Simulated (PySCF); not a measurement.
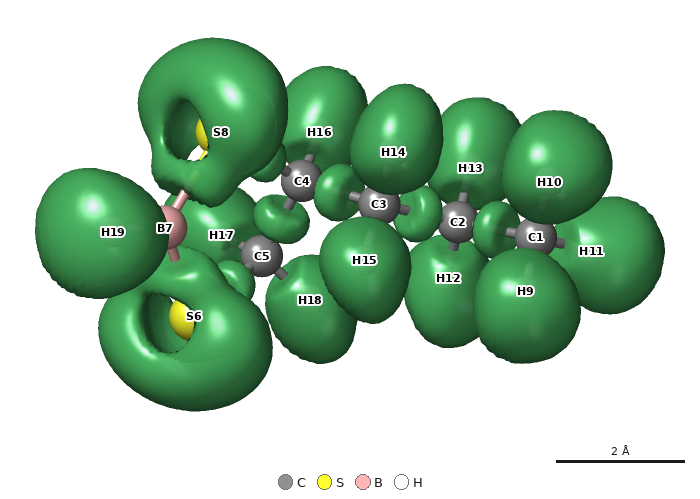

*C5H11BS2 (SMILES CCC[C@H]1CSBS1). Isosurface of the ELF at 0.8 (green), seen from one side. Only the valence region is drawn (cores and ρ < 0.01 e/Å³ removed).*

Geometry: GFN2-xTB.

These are results of PBE0/pcSseg-1, SCF density, gas phase, non-relativistic in PySCF, not measurements.

The calculation's input:

```
{"job": {"kind": "nmr", "xc": "PBE0", "basis": "pcSseg-1"}, "charge": 0, "multiplicity": 1}
C     -2.707042     0.647243     0.516068
C     -1.581519     0.079984    -0.340072
C     -0.326552    -0.172717     0.494545
C      0.784173    -0.856880    -0.298466
C      1.499233     0.069483    -1.262414
S      2.738565     1.097997    -0.372385
B      3.099416    -0.114500     0.870089
S      2.037524    -1.533812     0.888790
H     -2.402625     1.584062     0.977175
H     -2.973978    -0.052360     1.304822
H     -3.588971     0.833717    -0.091758
H     -1.359487     0.778498    -1.149444
H     -1.908388    -0.859570    -0.791878
H     -0.589318    -0.811212     1.341163
H      0.047655     0.773642     0.894053
H      0.384494    -1.722286    -0.833029
H      2.051196    -0.492186    -2.017586
H      0.807675     0.748932    -1.756520
H      3.978144     0.011217     1.619383
```

Run with:

```sh
OMP_NUM_THREADS=1 python probes_run.py task.json out
```

Question: Describe the localisation domains.

Answer: The ELF exceeds this value in four regions between bonded C–C atoms (shared pairs), two regions between bonded C–S atoms (shared pairs), eleven regions around hydrogen nuclei and two regions on S in which the atom's valence shell and bonds are merged.

Values along the shortest contacts:
C–C (1.52 Å): the ELF peaks at about 0.95 between the atoms (a shared electron pair). B–S (1.77 Å): the ELF peaks at about 0.95 between the atoms (localised, covalent bonding).
